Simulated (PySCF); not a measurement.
Si(OMe)H3 (CH6OSi).

Method: TPSS/def2-SVPD; geometry: GFN2-xTB; program: PySCF. No frequency check shows the geometry to be a minimum.

Cartesian coordinates (Å):

```
Si1      1.0696   -0.0835   -0.0012
O2      -0.4420    0.5012   -0.0002
C3      -1.6541   -0.1846    0.0029
H4      -1.7479   -0.8176   -0.8832
H5      -2.4593    0.5511   -0.0160
H6      -1.7453   -0.8147    0.8915
H7       1.3233   -0.9108    1.1832
H8       1.7954    1.1739    0.0089
H9       1.3198   -0.9147   -1.1838
```

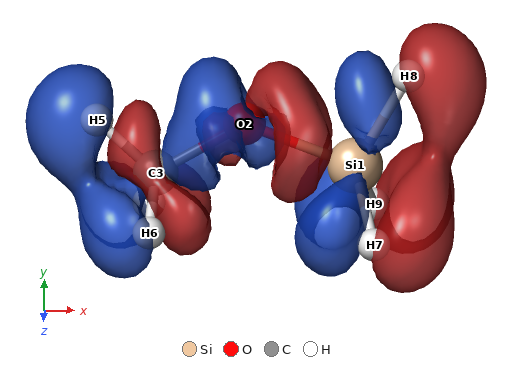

Change of the electron density in a uniform field of 0.21 V/Å, surfaces at ±0.0015 e/Å³ (red: gain, blue: loss).

Question: Along which Cartesian direction does the field point?

Answer: Along −x: electrons gather on the +x side, against the field.

Question: How large is the response?

Answer: The induced dipole is 0.51 D (along the field); α along this axis, from the fields in both directions, is 50 bohr³ (7.5 Å³).

Question: Which atoms gain and lose the most charge?

Answer: Electrons gather most on Si1 (Hirshfeld charge changes by −0.007 e) and leave H5 most (+0.008 e); 0.048 electrons are displaced in all.
